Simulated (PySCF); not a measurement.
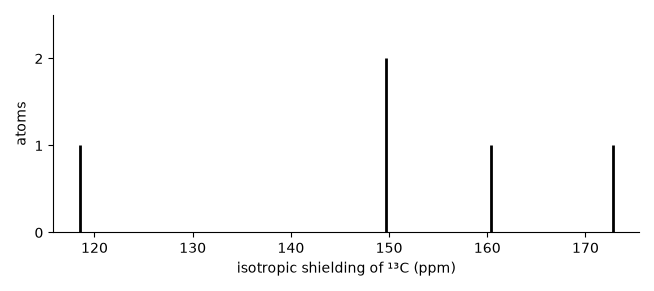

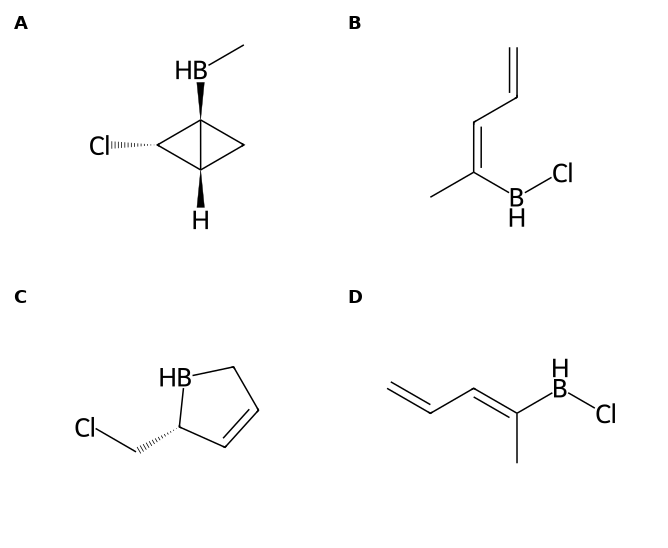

The sticks are computed shieldings of one of the molecules, for one fixed geometry (GFN2-xTB) without averaging over rotations. Low shielding means a high chemical shift. Method: GIAO PBE0/pcSseg-1 NMR shielding, non-relativistic, gas phase (PySCF 2.14.0).

### Which molecule gives this pattern?

A, `CB[C@@]12C[C@@H]1[C@@H]2Cl`. Its 5 C atoms give lines at 118.5, 149.7 (2 atoms), 160.4, 172.8 ppm.

The geometry is semi-empirical. Around B such bond lengths and angles can be off by a tenth of an ångström or more and by several degrees, and values that hang on the shape move with them.
